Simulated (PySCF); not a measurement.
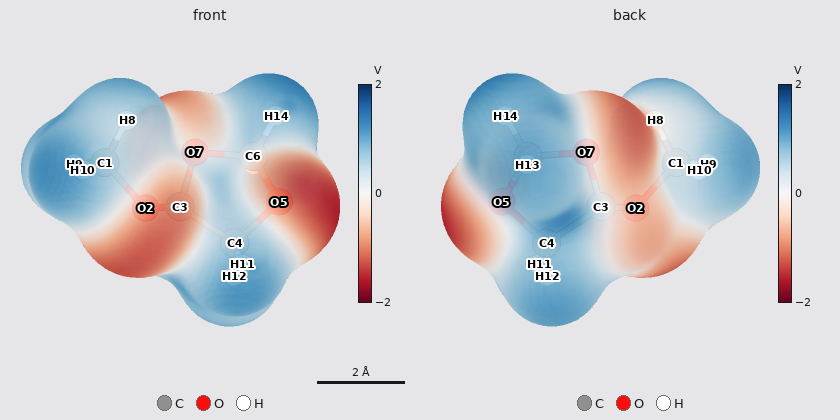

C$_{4}$H$_{7}$O$_{3}$ (SMILES CO[C]1COCO1) (doublet). The molecular electrostatic potential painted on the density surface at 0.004 e/bohr³, seen from the front and from behind; red is negative and blue positive.

Geometry: GFN2-xTB.

All numbers below come from UKS B3LYP, pcH-1 on C H O, non-relativistic, mean-field spin-orbit, GIAO in PySCF 2.14.0, density-fitted response routines.

```csv
atom,x (Å),y (Å),z (Å)
C,2.3094,-0.0911,0.6473
O,1.2383,0.8247,0.6252
C,0.1197,0.4198,-0.0474
C,-1.1668,1.1624,0.2269
O,-2.0504,0.1368,0.6591
C,-1.5784,-1.0380,0.0796
O,-0.1815,-0.9396,-0.0351
H,2.0029,-1.0390,1.0974
H,2.6781,-0.2839,-0.3652
H,3.0910,0.3754,1.2439
H,-1.0644,1.9086,1.0172
H,-1.5577,1.6407,-0.6838
H,-2.0104,-1.1900,-0.9290
H,-1.8306,-1.8872,0.7216
```

**Which sites attract a positive test charge, and which a negative one?**

A positive charge is drawn to the negative regions and a negative charge to the positive ones. The most negative region (about −1.5 V, or −35 kcal/mol for a unit charge) lies over O5, the most positive (about +1.3 V, or +30 kcal/mol for a unit charge) over C3, C4, C6 and H14. O5 is the likeliest acceptor of a hydrogen bond.
